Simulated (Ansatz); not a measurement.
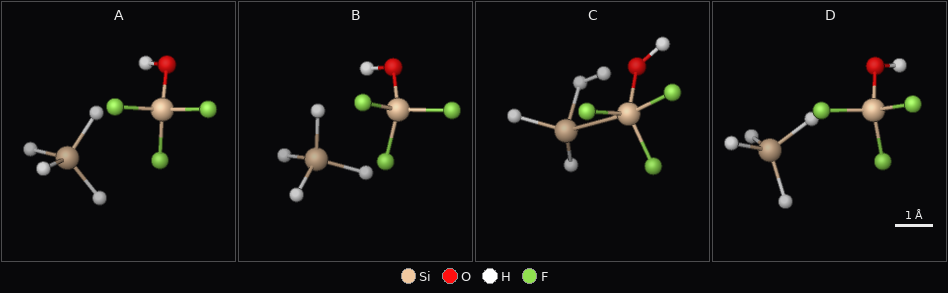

4 geometries from a converged minimum-energy path of Si₂H₅OF₃, shuffled. A ball-and-stick model, seen from a free direction.

Theory: RKS B3LYP/def2-SVP (Ansatz). Run with 5 movable images; climbing image; force threshold 0.05 eV/Å; iteration limit 60; starting path through a guess of the saddle point.

**Which frame is the top of the path?**

C. In order along the path, whose images run from 0 to 6: B (image 0, 0.0 kJ/mol), A (image 1, +1.3 kJ/mol), D (image 2, +8.1 kJ/mol), C (image 4, +266.5 kJ/mol). Breaking: O–Si (1.62 → 2.77 Å), H–Si (1.50 → 3.56 Å). Forming: H–O (2.87 → 0.97 Å), Si–Si (4.25 → 2.33 Å).

Cost: 7.1 min on 4 threads of Arm Neoverse V1 (shared host), peak memory 0.3 GiB.
